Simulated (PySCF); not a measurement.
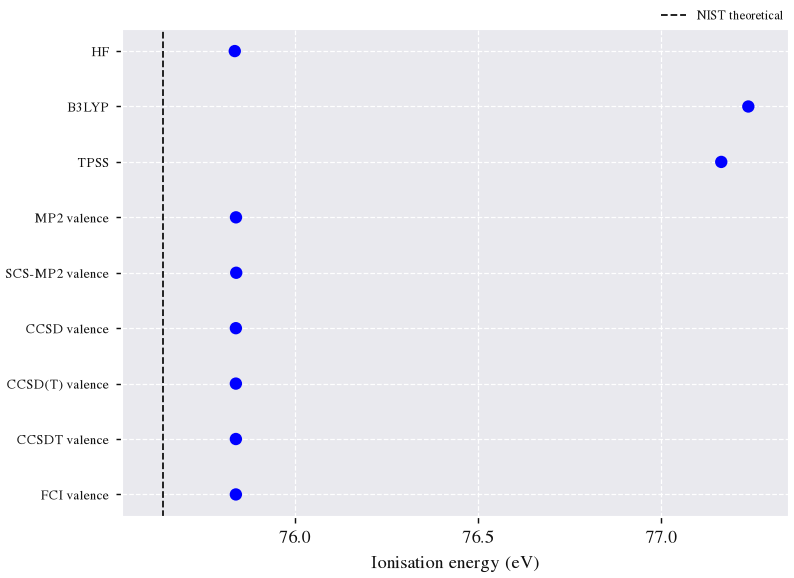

The ionisation energy of an atom or ion with 2 electrons in the configuration 1s² by several methods. PySCF, aug-cc-pVDZ-DK, spin-free X2C-1e, unrestricted single determinants, no spin-orbit coupling. Methods marked “valence” freeze no core electrons.

Q: Name the element and charge.

A: Li⁺. The values run from 75.84 eV (HF, MP2 valence, SCS-MP2 valence and CCSD valence) to 77.24 eV (B3LYP). The NIST theoretical value is 75.64 eV; nearest to it come HF (+0.20) and CCSDT valence (+0.20), furthest B3LYP (+1.60 eV).
